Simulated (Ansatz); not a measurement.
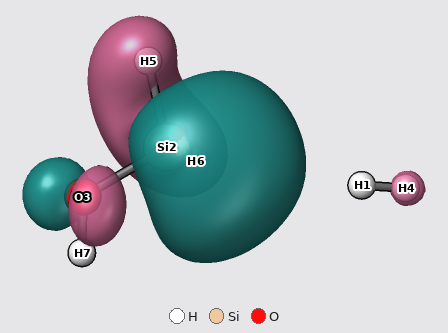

Figure. H2···H3OSi (doublet). The LUMO (β) at ±0.1 Å⁻³ᐟ² (teal and pink are the two phases), seen across its widest extent.

The product side of a reaction path; geometry: PBE0-D4/def2-TZVP.

Computed with Ansatz, UKS PBE0-D4/def2-TZVPP.

| atom | x (Å) | y (Å) | z (Å) |
| --- | --- | --- | --- |
| H | -1.5352 | -1.5569 | 1.4637 |
| Si | 0.2582 | 0.6708 | -0.2152 |
| O | 0.6518 | 0.9006 | -1.8028 |
| H | -1.7191 | -2.0470 | 1.9973 |
| H | 0.1434 | 2.0321 | 0.3725 |
| H | 1.3082 | -0.1242 | 0.4962 |
| H | 0.8927 | 0.1247 | -2.3116 |

Q: Describe this orbital and give its energy.

A: By Hirshfeld shares it lies mainly on Si2 (about 70 %), O3 (about 10 %), H6 (about 5 %) and H5 (about 5 %). Its energy is −2.13 eV.
